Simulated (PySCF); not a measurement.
Input

```
{"job": {"kind": "uv", "xc": "PBE0", "basis": "def2-SVPD", "nstates": 6, "ntriplets": 2}, "charge": 0, "multiplicity": 1}
C      2.399322    -0.256169    -0.448132
C      1.484261     0.517983     0.111419
Ge    -0.397111     0.028852     0.339955
C     -0.836757    -1.735835    -0.438035
C     -1.508983     1.447420    -0.517763
Cl    -1.097714     2.990209     0.262972
H      2.157615    -1.241120    -0.816459
H      3.427948     0.051902    -0.562376
H      1.769397     1.499889     0.466605
H     -0.753535     0.075321     1.808704
H     -1.879324    -1.984260    -0.262777
H     -0.225395    -2.517562     0.001396
H     -0.663929    -1.730059    -1.510985
H     -1.302771     1.563024    -1.579198
H     -2.577439     1.298394    -0.382892
```

Launched as:

```sh
OMP_NUM_THREADS=1 python probes_run.py task.json out
```

Geometry: GFN2-xTB.

Theory: PySCF, PBE0/def2-SVPD, SCF density, gas phase.

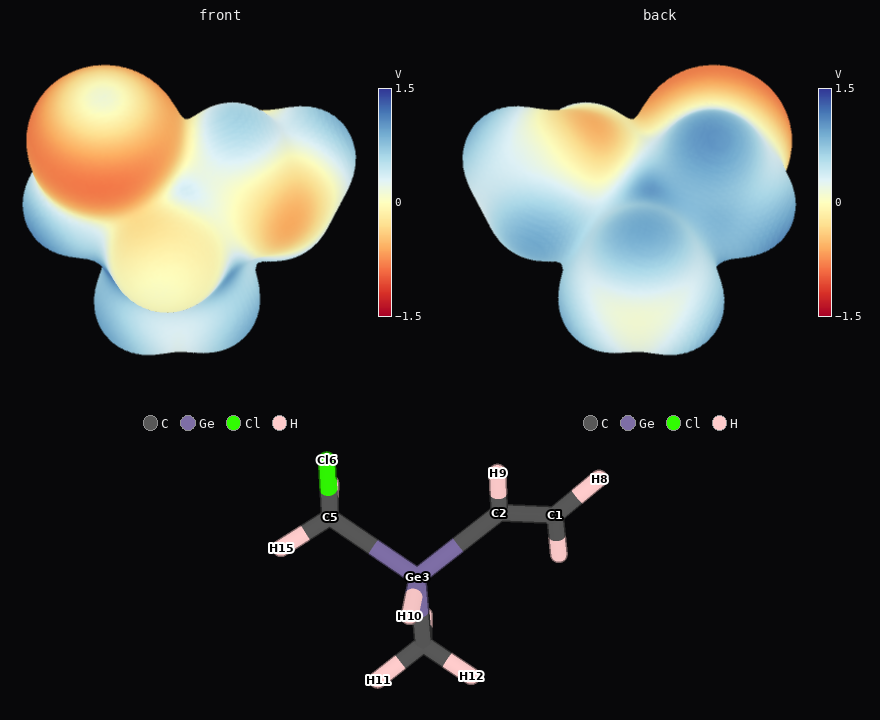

C4H9ClGe. The molecular electrostatic potential painted on the density surface at 0.002 e/bohr³, seen from the front and from behind; red is negative and blue positive. The bare structure is drawn below in the same view.

**Describe the electrostatic potential map.**

The most negative region (about −0.8 V) lies over Cl6, the most positive (about +1.0 V) over Ge3, H14 and H15.
